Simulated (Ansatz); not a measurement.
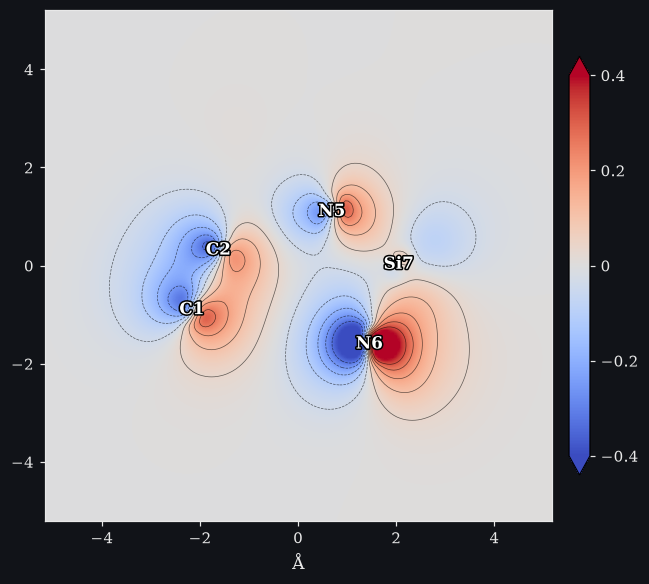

The picture shows: C4H12N2Si (SMILES C=C[C@H](C)N[SiH2]N). The HOMO−1 on the plane of atoms N5, Si7 and N6 (values in Å⁻³ᐟ²; the overall sign is arbitrary).

Geometry: B3LYP-D3(BJ)/def2-SVP.

These are results of isolated molecule in a Gaussian basis; Kohn-Sham density functional theory, functional PBE0 in Ansatz, not measurements.

Input

```
crystal:
  periodic: [false, false, false]
  atoms:
    - {symbol: C, position_ang: [2.193845, -0.794253, -0.390448]}
    - {symbol: C, position_ang: [1.438936, 0.037734, 0.330583]}
    - {symbol: C, position_ang: [0.140359, 0.660700, -0.132357]}
    - {symbol: C, position_ang: [0.213773, 2.190352, -0.104141]}
    - {symbol: N, position_ang: [-0.983010, 0.172770, 0.664029]}
    - {symbol: N, position_ang: [-1.149441, -2.329790, -0.599483]}
    - {symbol: Si, position_ang: [-2.058210, -1.102689, 0.208982]}
    - {symbol: H, position_ang: [1.906852, -1.079557, -1.408034]}
    - {symbol: H, position_ang: [3.118167, -1.224580, 0.005458]}
    - {symbol: H, position_ang: [1.742060, 0.298033, 1.354543]}
    - {symbol: H, position_ang: [-0.030446, 0.334782, -1.171741]}
    - {symbol: H, position_ang: [0.388919, 2.550967, 0.924412]}
    - {symbol: H, position_ang: [1.036463, 2.562986, -0.734023]}
    - {symbol: H, position_ang: [-0.734076, 2.623584, -0.458213]}
    - {symbol: H, position_ang: [-1.009509, 0.530679, 1.613739]}
    - {symbol: H, position_ang: [-3.116514, -0.743310, -0.786638]}
    - {symbol: H, position_ang: [-2.749722, -1.453979, 1.491234]}
    - {symbol: H, position_ang: [-0.323299, -2.744161, -0.180054]}
    - {symbol: H, position_ang: [-1.568572, -2.928615, -1.302520]}
basis:
  gaussian:
    orbitals: def2-SVPD
total_charge: 0
hamiltonian:
  xc: {name: PBE0}
output: {forces: true, orbitals: {seedname: orbitals}}
```

Run with:

```sh
ansatz run input.yaml --threads 4 --pin off --max-ram 7830MiB --events-out events.jsonl --progress --plain --runs-dir runs
```

Where does this orbital lie, and at what energy?

Answer. Its weight (Hirshfeld) is mainly on N6 (about 45 %), C1 (about 10 %), C2 (about 10 %) and H17 (about 5 %). Its energy is −7.25 eV.
